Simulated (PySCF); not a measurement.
# r2SCAN/def2-SVP run of SiNH2BrClF (SMILES N[Si](F)(Cl)Br)

What is the vertical ionisation energy of SiNH2BrClF at r2SCAN/def2-SVP? Input form: a Python script.

The calculation is run with PySCF 2.14.0.

**1. The system as given**

SiNH2BrClF has 7 atoms, charge 0, and is taken as a singlet. As SMILES, `N[Si](F)(Cl)Br`. Geometry: relaxed at PBE0-D4/def2-TZVP. This is one conformer, not always the lowest.

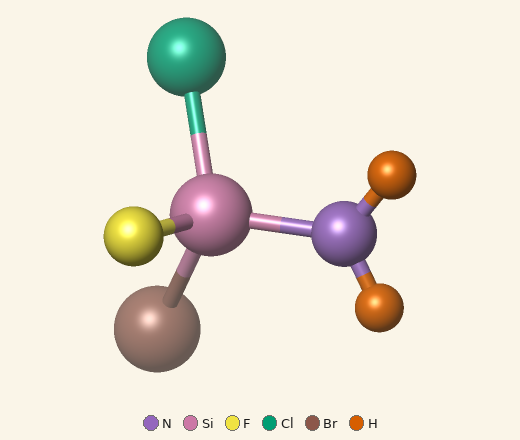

The structure, seen from a chosen angle (nitrogen purple, silicon pink, fluorine yellow, chlorine teal, bromine brown, hydrogen orange).

**2. A single-point energy at r2SCAN/def2-SVP**

The input, start.xyz:

```xyz
7
BrClFH2NSi
N      0.804700    -0.380600     0.652300
Si    -0.391200     0.141600    -0.399500
F     -0.097000    -0.140000    -1.931600
Cl    -2.114500    -0.843600     0.018800
Br    -0.611300     2.318500    -0.235800
H      1.632600     0.156800     0.842400
H      0.838300    -1.320500     1.007800
```

The input, run.py:

```python
from pyscf import gto, dft

mol = gto.M(
    atom='start.xyz',
    basis='def2-svp',
    max_memory=1860,
    spin=0,
    verbose=4,
)

mf = dft.RKS(mol, xc='r2scan')
mf.conv_tol = 1e-10
mf.grids.level = 2
mf.kernel()
if not mf.converged:
    mf = mf.newton().run(mf.mo_coeff, mf.mo_occ)

e_final = mf.e_tot
print('E = %.10f Eh' % e_final)
```

On the command line:

```
$ OMP_NUM_THREADS=1 python run.py
```

The program printed:

```text
PySCF version 2.14.0

[INPUT] num. atoms = 7
[INPUT] num. electrons = 84
[INPUT] charge = 0
[INPUT] spin (= nelec alpha-beta = 2S) = 0
[INPUT] symmetry False subgroup None
[INPUT] Mole.unit = angstrom
[INPUT] Symbol           X                Y                Z      unit          X                Y                Z       unit  Magmom
[INPUT]  1 N      0.804700000000  -0.380600000000   0.652300000000 AA    1.520662612438  -0.719229763009   1.232668351054 Bohr   0.0
[INPUT]  2 Si    -0.391200000000   0.141600000000  -0.399500000000 AA   -0.739260859930   0.267585219238  -0.754945586764 Bohr   0.0
[INPUT]  3 F     -0.097000000000  -0.140000000000  -1.931600000000 AA   -0.183303434083  -0.264561657439  -3.650194982210 Bohr   0.0
[INPUT]  4 Cl    -2.114500000000  -0.843600000000   0.018800000000 AA   -3.995825890393  -1.594172958683   0.035526851142 Bohr   0.0
[INPUT]  5 Br    -0.611300000000   2.318500000000  -0.235800000000 AA   -1.155189579947   4.381330019804  -0.445597420172 Bohr   0.0
[INPUT]  6 H      1.632600000000   0.156800000000   0.842400000000 AA    3.085166870965   0.296309056332   1.591905287334 Bohr   0.0
[INPUT]  7 H      0.838300000000  -1.320500000000   1.007800000000 AA    1.584157410223  -2.495383347488   1.904465988337 Bohr   0.0

nuclear repulsion = 531.815405611146
number of shells = 46
number of NR pGTOs = 208
number of NR cGTOs = 106
basis = def2-svp
ecp = {}

******** <class 'pyscf.dft.rks.RKS'> ********
method = RKS
initial guess = minao
damping factor = 0
level_shift factor = 0
DIIS = <class 'pyscf.scf.diis.CDIIS'>
diis_start_cycle = 1
diis_space = 8
diis_damp = 0
SCF conv_tol = 1e-10
SCF conv_tol_grad = None
SCF max_cycles = 50
direct_scf = True
direct_scf_tol = 1e-13
XC library pyscf.dft.libxc version 7.0.0
    S. Lehtola, C. Steigemann, M. J.T. Oliveira, and M. A.L. Marques.,  SoftwareX 7, 1–5 (2018)
XC functionals = r2scan
    J. W. Furness, A. D. Kaplan, J. Ning, J. P. Perdew, and J. Sun.,  J. Phys. Chem. Lett. 11, 8208-8215 (2020)
    J. W. Furness, A. D. Kaplan, J. Ning, J. P. Perdew, and J. Sun.,  J. Phys. Chem. Lett. 11, 9248-9248 (2020)
    J. W. Furness, A. D. Kaplan, J. Ning, J. P. Perdew, and J. Sun.,  J. Phys. Chem. Lett. 11, 8208-8215 (2020)
    J. W. Furness, A. D. Kaplan, J. Ning, J. P. Perdew, and J. Sun.,  J. Phys. Chem. Lett. 11, 9248-9248 (2020)
radial grids:
    Treutler-Ahlrichs [JCP 102, 346 (1995); DOI:10.1063/1.469408] (M4) radial grids

becke partition: Becke, JCP 88, 2547 (1988); DOI:10.1063/1.454033
pruning grids: <function nwchem_prune>
grids dens level: 2
symmetrized grids: False
atomic radii adjust function: <function treutler_atomic_radii_adjust>
small_rho_cutoff = 0
Set gradient conv threshold to 1e-05
Initial guess from minao.
tot grids = 70088
init E= -3478.44741158239
  HOMO = -0.324250811663422  LUMO = -0.0288017108424095  gap/eV = 8.03958
cycle= 1 E= -3478.95103640845  delta_E= -0.504  |g|= 0.702  |ddm|= 2.87
  HOMO = -0.190828866453771  LUMO = -0.00222063627590385  gap/eV = 5.13229
cycle= 2 E= -3478.80044142995  delta_E= 0.151  |g|= 1.15  |ddm|= 1.47
  HOMO = -0.257452764849457  LUMO = 0.00688249298758548  gap/eV = 7.19293
cycle= 3 E= -3479.04240187916  delta_E= -0.242  |g|= 0.105  |ddm|= 0.96
  HOMO = -0.264207470801445  LUMO = 0.00141840351927103  gap/eV = 7.22805
cycle= 4 E= -3479.0444034097  delta_E= -0.002  |g|= 0.0434  |ddm|= 0.139
  HOMO = -0.260258037733785  LUMO = 0.000159486866449399  gap/eV = 7.08632
cycle= 5 E= -3479.04476639798  delta_E= -0.000363  |g|= 0.0102  |ddm|= 0.0411
  HOMO = -0.261078950171479  LUMO = 0.00110864380770836  gap/eV = 7.13449
cycle= 6 E= -3479.04479008586  delta_E= -2.37e-05  |g|= 0.0032  |ddm|= 0.0128
  HOMO = -0.260761789651561  LUMO = 0.00116297964300749  gap/eV = 7.12734
cycle= 7 E= -3479.04479181459  delta_E= -1.73e-06  |g|= 0.000787  |ddm|= 0.00353
  HOMO = -0.260863734147282  LUMO = 0.00109707322424635  gap/eV = 7.12832
cycle= 8 E= -3479.04479198235  delta_E= -1.68e-07  |g|= 0.000169  |ddm|= 0.00106
  HOMO = -0.260855079560251  LUMO = 0.00110828587157519  gap/eV = 7.12839
cycle= 9 E= -3479.0447919899  delta_E= -7.55e-09  |g|= 4.68e-05  |ddm|= 0.000241
  HOMO = -0.260855330955978  LUMO = 0.00110924239804921  gap/eV = 7.12842
cycle= 10 E= -3479.04479199056  delta_E= -6.63e-10  |g|= 8.72e-06  |ddm|= 7.6e-05
  HOMO = -0.260855148488231  LUMO = 0.00110891031869453  gap/eV = 7.12841
cycle= 11 E= -3479.04479199058  delta_E= -1.27e-11  |g|= 2.58e-06  |ddm|= 1.32e-05
  HOMO = -0.260855062278127  LUMO = 0.00110896623225631  gap/eV = 7.12840
Extra cycle  E= -3479.04479199058  delta_E= -1.36e-12  |g|= 3.11e-06  |ddm|= 5.85e-06
converged SCF energy = -3479.04479199058
E = -3479.0447919906 Eh
```

It took 17 s on 1 thread of Arm Neoverse V1, shared host; peak memory 0.56 GiB.

**3. The doublet cation**

The input, job.py:

```python
from pyscf import gto, dft

mol = gto.M(
    atom='''
N        0.804700      -0.380600       0.652300
Si      -0.391200       0.141600      -0.399500
F       -0.097000      -0.140000      -1.931600
Cl      -2.114500      -0.843600       0.018800
Br      -0.611300       2.318500      -0.235800
H        1.632600       0.156800       0.842400
H        0.838300      -1.320500       1.007800
''',
    spin=1,
    charge=1,
    basis='def2-svp',
    verbose=3,
    max_memory=1860,
)

ks = dft.UKS(mol)
ks.xc = 'r2scan'
ks.conv_tol = 1e-10
ks.grids.level = 2
ks.kernel()
if not ks.converged:
    ks = ks.newton().run(ks.mo_coeff, ks.mo_occ)

energy = ks.e_tot
print('Final energy', energy)
```

On the command line:

```
$ OMP_NUM_THREADS=1 python job.py
```

The program printed:

```text
WARN: HOMO -0.324250811663418 >= LUMO -0.324250811663421

SCF not converged.
SCF energy = -3478.66873710202 after 50 cycles  <S^2> = 0.75566315  2S+1 = 2.0056552
converged SCF energy = -3478.66873710305  <S^2> = 0.75566346  2S+1 = 2.0056555
Final energy -3478.668737103053
```

Run time: 63 s. Hardware: 1 thread of Arm Neoverse V1, shared host; peak memory 0.72 GiB.

**4. Outcome**

Level: r2SCAN/def2-SVP.

| quantity | value |
| --- | --- |
| singlet SiNH2BrClF: total energy | -3479.04479 Eh |
| singlet SiNH2BrClF: dipole moment | 2.80 D |
| singlet SiNH2BrClF: HOMO energy | -7.10 eV |
| singlet SiNH2BrClF: LUMO energy | 0.03 eV |
| singlet SiNH2BrClF: HOMO–LUMO gap | 7.13 eV |
| doublet cation: total energy | -3478.66874 Eh |
| doublet cation: HOMO energy (highest over α and β) | -13.37 eV |
| doublet cation: LUMO energy (lowest over α and β) | -13.18 eV |
| doublet cation: ⟨S²⟩ | 0.756 |
| vertical ionisation energy (to the doublet cation) | 10.233 eV |

**Reading.** The vertical ionisation energy comes to 10.23 eV (987 kJ/mol). −ε(HOMO) before ionisation, 7.10 eV, is 3.13 eV below this ionisation energy.
